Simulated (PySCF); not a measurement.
FH3N, charge −1, SMILES `[F-].N`.

Computed with PySCF, HF/def2-SVPD, geometry: GFN2-xTB.

Geometry (Å), atoms numbered from 1:

```
F1      -1.3702   -0.0000    0.0159
N2       1.2974    0.0001   -0.1245
H3       1.5038   -0.8108    0.4556
H4       1.5041    0.8099    0.4563
H5       0.2414    0.0003   -0.1838
```

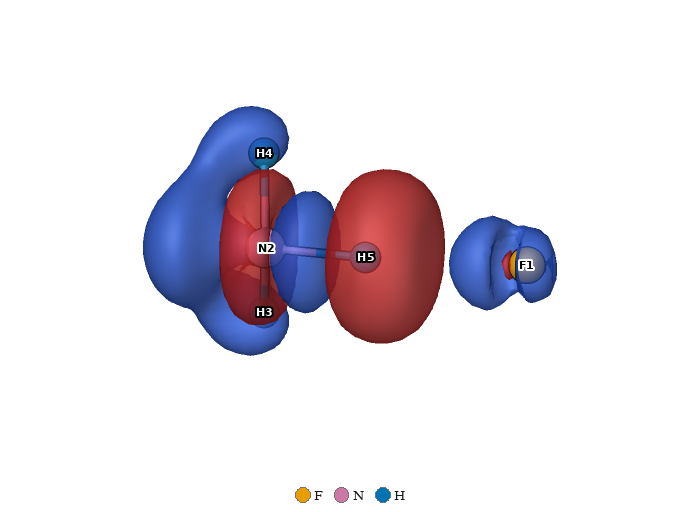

Density of the complex less the densities of the two fragments at the same geometry, ±0.02 e/Å³ (blue: gain, red: loss). Fragment A: F(−1) (atom 1); fragment B: NH3.

Q: Which way does charge flow?

A: Hirshfeld charges show 0.040 e passing from A to B. By Hirshfeld charges, electrons gather most on N2 (−0.058 e) and leave H5 most (+0.089 e); 0.25 e is displaced in all.

Q: What is the interaction energy, and which contacts carry it?

A: The counterpoise-corrected interaction energy of the frozen fragments is −14.1 kcal/mol without dispersion correction and −15.8 kcal/mol with D3(BJ). The pair geometry is semi-empirical, not a minimum at this level. Contacts: F1···H5, hydrogen bond, 1.62 Å, ρ = 0.047 a.u. The pose is a local one from a semi-empirical search, not shown to be the most stable.

Run time: 1.8 s on 1 thread of Intel(R) Xeon(R) Processor @ 2.50GHz (Skylake/Cascade Lake), with other jobs on the host, peak memory 0.17 GiB.
